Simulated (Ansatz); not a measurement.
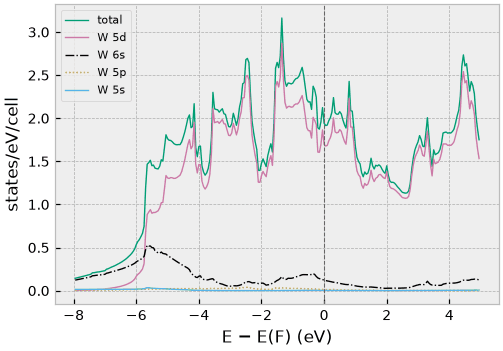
Fig. 1. Total and projected density of states of W (hcp (Mg type), P6_3/mmc), PBEsol in the plane-wave PAW code Ansatz

Problem. Which orbitals carry the states next to the Fermi level?

Solution. Within 0.5 eV of the Fermi level: W 5d 87 %, W 6s 6 %, outside the projected shells 6 %. Projections are on Löwdin-orthogonalised atomic valence shells; empty p or d shells of many metals are not among them.

Problem. Where is the tallest occupied peak in this window, and what makes it?

Solution. Near -1.4 eV, about 3.2 states/eV per cell; the largest projected share is W 5d.

The start of the workflow was typed in or built on a structure type; the Crystallography Open Database copy checked does not list it. It is not the phase usual at ambient conditions (space group No. 229). Symmetry was held in the PBEsol relaxation; its stability against distortions is not shown here. No spin polarisation was allowed. Spin–orbit coupling is left out wherever it is not named.

Potentials: the earlier of the program's two PAW sets. The files were generated under PBE; for other functionals the program regenerates the frozen cores, and for LDA and PBEsol the local potential too.
